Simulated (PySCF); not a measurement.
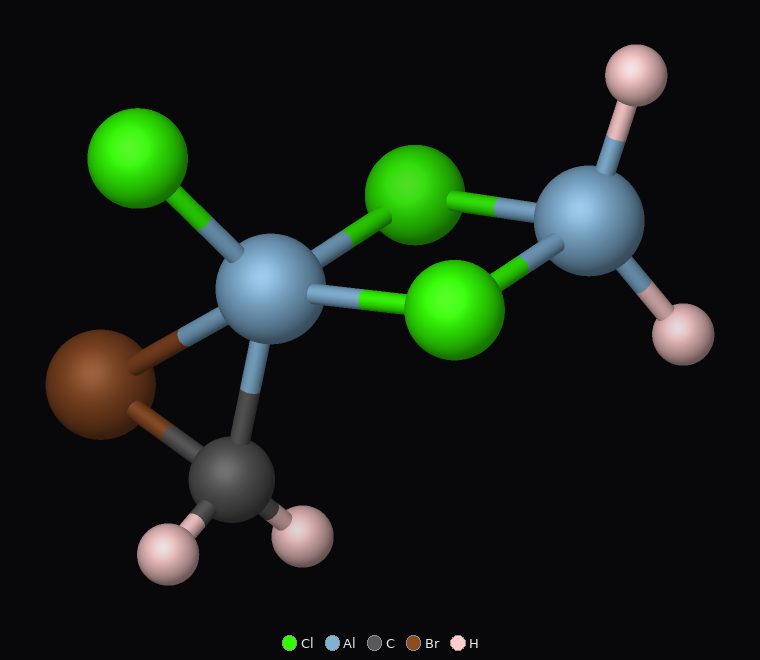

The computed structure is the end point of a GFN2-xTB optimisation. No frequency run is at hand to confirm it as a minimum. Properties computed with B3LYP/def2-SVPD, gas phase (PySCF 2.14.0). Excitations: vertical, linear response.

Computed properties:

The species is CH4Al2BrCl3.
- dipole moment: 1.71 D
- HOMO energy (Kohn–Sham orbital): −7.76 eV
- LUMO energy (Kohn–Sham orbital): −1.19 eV
- HOMO–LUMO gap: 6.58 eV
- mean static polarisability: 119.2 bohr³
- lowest vertical singlet excitation: 5.42 eV
- its oscillator strength: 0.020
- brightest of the 8 lowest singlets: 6.33 eV
- its oscillator strength: 0.03

The geometry is semi-empirical. Around Al, Br such bond lengths and angles can be off by a tenth of an ångström or more and by several degrees, and values that hang on the shape move with them.
